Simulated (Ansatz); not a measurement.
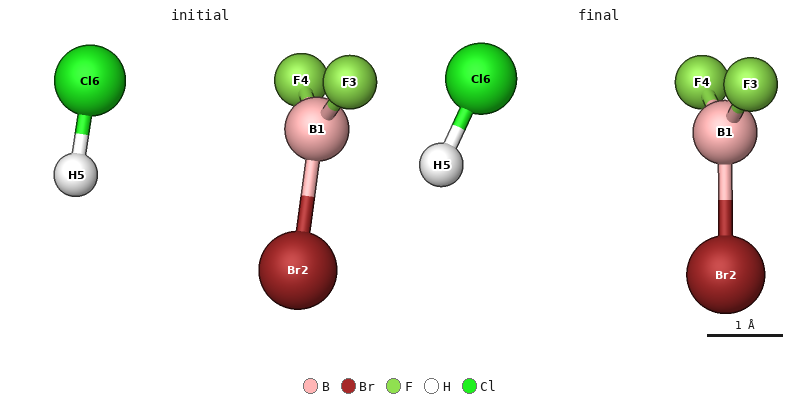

The structure of BHBrClF2 before (left) and after (right) a saddle-point search, at one scale.

Style: ball-and-stick. Shown at a tilt.

Computed with RKS PBE0-D4/def2-SVP in Ansatz 0.2.0.

Input file:
```yaml
crystal:
  periodic: [false, false, false]
  atoms:
    - {symbol: B, position_ang: [-0.750284, -0.731781, -0.337674]}
    - {symbol: Br, position_ang: [-1.368006, 0.896677, -1.125473]}
    - {symbol: F, position_ang: [-1.180617, -1.092284, 0.843332]}
    - {symbol: F, position_ang: [0.053162, -1.518543, -1.005034]}
    - {symbol: H, position_ang: [1.421314, 1.777434, 0.563862]}
    - {symbol: Cl, position_ang: [1.824331, 0.668598, 1.060988]}
basis:
  gaussian: {orbitals: def2-SVP}
hamiltonian: {xc: pbe0, dispersion: d4}
saddle:
  max_steps: 30
  mode_guess:
    - [0.3845, -0.1687, 0.2934]
    - [0.1760, 0.2864, 0.0506]
    - [-0.0264, 0.0061, -0.0212]
    - [-0.0285, 0.0066, -0.0181]
    - [-0.5132, 0.2382, -0.3944]
    - [0.0077, -0.3686, 0.0897]
```

Run as
```bash
ansatz run in.yaml --threads 4 --pin off --events-out ev --progress --plain --max-ram 9574MiB
```

**Summarise the run.**

The relaxation stopped without meeting its thresholds, so the last structure isn't shown to be converged. The input was poor on purpose: start at a minimum. The largest move after the best rigid fit is that of H5, 0.49 Å. By element the largest moves are H 0.49 Å, Br 0.41 Å, B 0.13 Å, Cl 0.11 Å, F 0.04 Å. Among the contacts that change: H5–Cl6 1.280 → 1.287 Å. The energy rises by 0.91 kcal/mol in 11 geometry steps. The largest force component goes from 0.21 to 0.047 eV/Å. Cost: 2.3 min on 4 threads of Intel Xeon @ 2.50GHz (shared host).

Limits of the set-up: the start holds two separate molecules, 3.2 Å apart at their closest, whose relative position is a soft coordinate.
